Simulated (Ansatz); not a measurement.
Input file:

```
crystal:
  periodic: [false, false, false]
  atoms:
    - {symbol: S, position_ang: [-1.776623, -2.964616, 0.479965]}
    - {symbol: Si, position_ang: [1.490433, -0.474979, 0.725156]}
    - {symbol: Sn, position_ang: [-0.379886, -1.152714, -0.920636]}
    - {symbol: H, position_ang: [2.231408, -1.729126, 1.026227]}
    - {symbol: H, position_ang: [2.313069, 0.535746, 0.010724]}
    - {symbol: H, position_ang: [0.792731, 0.072941, 1.919126]}
    - {symbol: H, position_ang: [-0.087445, -2.224028, -2.212137]}
    - {symbol: H, position_ang: [-1.737627, -0.159372, -1.187058]}
    - {symbol: H, position_ang: [-0.758841, -3.738817, 0.930962]}
    - {symbol: H, position_ang: [-1.908568, -2.295645, 1.652026]}
basis:
  gaussian:
    orbitals: def2-TZVPD
hamiltonian:
  xc: pbe0
output: {forces: true, orbitals: {seedname: orbitals}}
total_charge: 1
```

Command:

```sh
ansatz run input.yaml --threads 2 --pin off --max-ram 4350MiB --events-out events.jsonl --progress --plain --runs-dir runs
```

Geometry: PBE0-D3(BJ)/def2-SVP; core potentials replace the inner electrons of Sn.

Method: isolated molecule in a Gaussian basis; Kohn-Sham density functional theory, functional PBE0 in Ansatz 0.2.0.

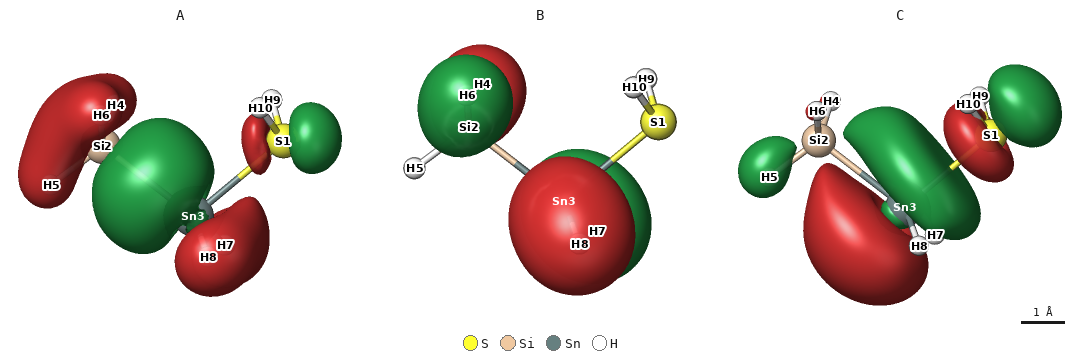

H7SSiSn (SMILES [SiH3][SnH2][SH2+]) (charge +1). Three frontier orbitals at ±0.08 Å⁻³ᐟ² (green and red are the two phases), in no order.

**Which picture is the HOMO−1, the HOMO and the LUMO?**

B is the HOMO−1 (−13.91 eV). Its weight (Hirshfeld) is mainly on Sn3 (about 30 %), H8 (about 20 %), H7 (about 20 %), Si2 (about 10 %), H6 (about 10 %) and H4 (about 10 %). A is the HOMO (−12.78 eV). Its weight (Hirshfeld) is mainly on Sn3 (about 40 %), Si2 (about 30 %), H7 (about 5 %), H8 (about 5 %) and S1 (about 5 %). C is the LUMO (−6.37 eV). Its weight (Hirshfeld) is mainly on Sn3 (about 55 %) and S1 (about 20 %).

**What is the HOMO–LUMO gap?**

6.41 eV between the orbital energies.
